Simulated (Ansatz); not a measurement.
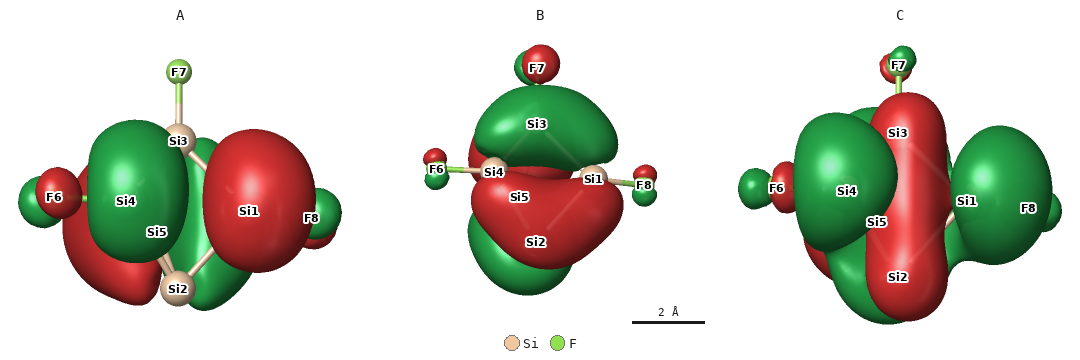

*F₃Si₅ (doublet). Three frontier orbitals at ±0.06 Å⁻³ᐟ² (green and red are the two phases), in no order.*

Geometry: B3LYP-D4/def2-SVP.

Computed with UKS PBE0-D4/def2-TZVP (Ansatz 0.2.0).

```xyz
8

Si    1.0496   -1.2722   -0.1185
Si    1.5887    0.7502   -1.2937
Si   -0.9019   -0.3656    0.8315
Si   -0.8086    0.6276   -1.2987
Si    0.7780    1.3464    0.9425
F    -1.7612    1.8957   -1.6802
F    -2.0762   -0.8973    1.8248
F     2.1317   -2.0848    0.7924
```

> Order the three orbitals by energy and name them. All are α orbitals.

B is the HOMO−1 (α) (−7.32 eV). By Hirshfeld shares it lies mainly on Si5 (about 30 %), Si2 (about 25 %), Si3 (about 20 %), Si1 (about 10 %) and Si4 (about 10 %). A is the HOMO (α) (−6.72 eV). It lies mainly on Si5 (about 30 %), Si1 (about 25 %) and Si4 (about 25 %). C is the LUMO (α) (−2.93 eV). It lies mainly on Si1 (about 25 %), Si4 (about 25 %), Si5 (about 20 %), Si2 (about 15 %) and Si3 (about 10 %).

> What is the gap between the highest occupied and lowest empty α orbitals?

3.79 eV between the orbital energies.
